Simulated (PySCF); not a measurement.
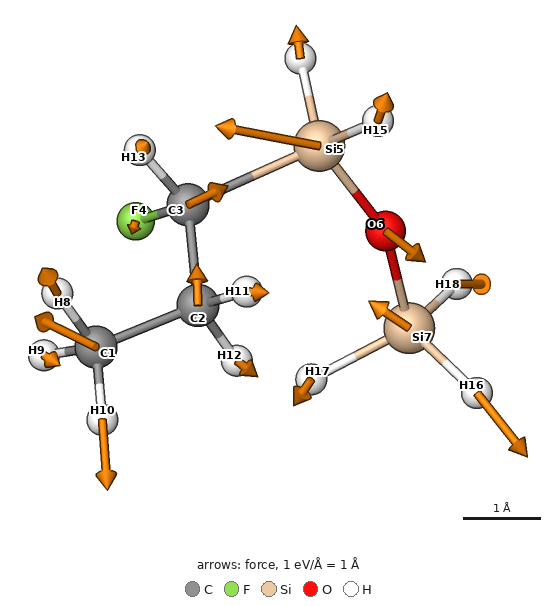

Starting geometry of C3H11FOSi2 with the computed forces as orange arrows. A ball-and-stick model, seen from a free direction.

The start comes from GFN2-xTB. Its atoms were then displaced at random by about 0.01 Å.

Level of theory: PBE0-D3(BJ)/def2-SVP geometry optimisation, gas phase in PySCF. 

Question: What follows when this structure is relaxed?

Answer: It isn't relaxed: the largest force vector, on a Si atom, is 1.58 eV/Å. The final displacements have little in common with the starting forces (cosine between the two patterns −0.10). The largest move after the best rigid fit is that of an H atom, 1.45 Å. By element the largest moves are H 1.45 Å, F 0.53 Å, O 0.37 Å, Si 0.28 Å, C 0.22 Å. Near-neighbour distances that change, for instance: O–Si 1.604 → 1.658 Å, H–Si 1.443 → 1.490 Å, C–Si 1.936 → 1.902 Å, O–Si 1.633 → 1.665 Å. Among the angles between lasting bonds that change: Si–O–Si 158.2° → 139.0°, O–Si–H 105.5° → 110.7°, H–Si–H 115.0° → 110.2°. Groups turn about O–Si by about 65°. After 28 geometry steps the energy has fallen by 6.83 kcal/mol.
